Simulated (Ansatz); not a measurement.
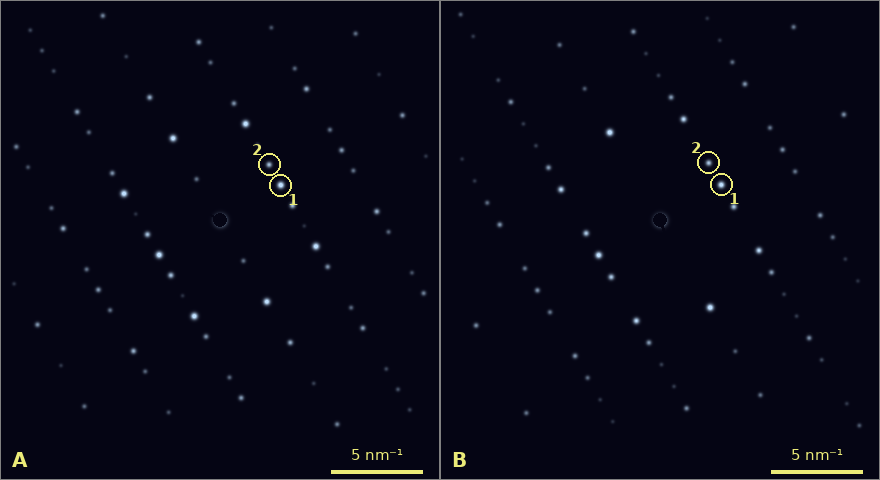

Kinematic electron diffraction patterns (300 kV, B = 0.5 Å², same scale) along [010] of the run's own cell, for the start and the end of one relaxation of SiB2 with Ansatz, DFT, PAW plane waves, lda. k mesh 6×6×4. The start is a generated model structure, and the relaxation ends in the nearest stationary point of its symmetry, not necessarily the ground state. Spot 1 is -1 0 0 and spot 2 is -1 0 1 in both.

Start structure:

```
CELL_PARAMETERS angstrom
1.48639 2.57450 0.00000
-1.48639 2.57450 0.00000
0.00000 0.00000 7.66567
ATOMIC_POSITIONS crystal
Si 0.33330 0.33340 0.25000
Si 0.66660 0.66670 0.75000
B 0.33330 0.33340 0.54800
B 0.66660 0.66670 0.04800
B 0.33330 0.33340 0.95200
B 0.66670 0.66670 0.45200
```

Q: Which pattern belongs to the start structure, and which to the relaxed one?

A: A is the start: its cell gives d(1) = 2.575 Å, d(2) = 2.441 Å and an angle of 18.6°. B is the relaxed structure, with d(1) = 2.555 Å (-0.8 %), d(2) = 2.406 Å (-1.4 %) and 19.6°.

Q: Name reflections whose intensity changes strongly on relaxation.

A: 0 0 2 fades out of sight; 0 0 6 goes from 20 to 2.2 % of the strongest spot; 1 0 -3 goes from 95 to 49 % of the strongest spot; 2 0 -3 goes from 21 to 12 % of the strongest spot.

Q: Summarise the relaxation behind the change.

A: The volume changed by -8.1 % to 8.99 Å³ an atom; with the mean shift removed, the atoms moved by up to 0.15 Å relative to the cell (B most); the space group stayed P6_3/mmc (No. 194); the free energy fell by 230 meV an atom. Relaxed cell: a = 2.950 Å, b = 2.950 Å, c = 7.156 Å, α = 90.00°, β = 90.00°, γ = 60.00°.
